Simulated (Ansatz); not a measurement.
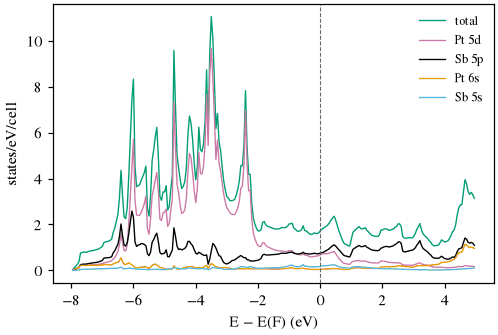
Figure: Total and projected density of states of SbPt (NiAs type, P6_3/mmc), r²SCAN in the plane-wave PAW code Ansatz

Q: Which orbitals carry the states next to the Fermi level?

A: Within 0.5 eV of the Fermi level: Sb 5p 45 %, Pt 5d 38 %, Sb 5s 10 %. Projections are on Löwdin-orthogonalised atomic valence shells; empty p or d shells of many metals are not among them.

Q: Where is the tallest occupied peak in this window, and what makes it?

A: Near -3.5 eV, about 11 states/eV per cell; the largest projected share is Pt 5d.

The workflow started from an entry of the Crystallography Open Database (COD). Its standing as an ambient phase is unchecked. The r²SCAN relaxation kept the symmetry of its start; whether a distortion lowers the energy is not shown. The run is not spin-polarised. Scalar-relativistic: spin–orbit coupling is off unless named, which matters more the heavier the elements.

Potentials: the later of the program's two PAW sets.
